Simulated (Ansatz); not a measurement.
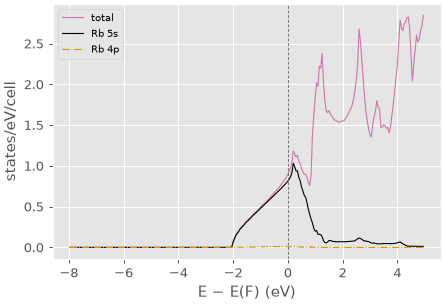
*Total and projected density of states of Rb (bcc (W type), Im-3m), PBEsol in the plane-wave PAW code Ansatz*

### Question
Which orbitals carry the states next to the Fermi level?

### Answer
Within 0.5 eV of the Fermi level: Rb 5s 89 %, outside the projected shells 11 %. Projections are on Löwdin-orthogonalised atomic valence shells; empty p or d shells of many metals are not among them.

The PBEsol relaxation kept the symmetry of its start. Spin–orbit coupling is left out wherever it is not named.

Potentials: the later of the program's two PAW sets.
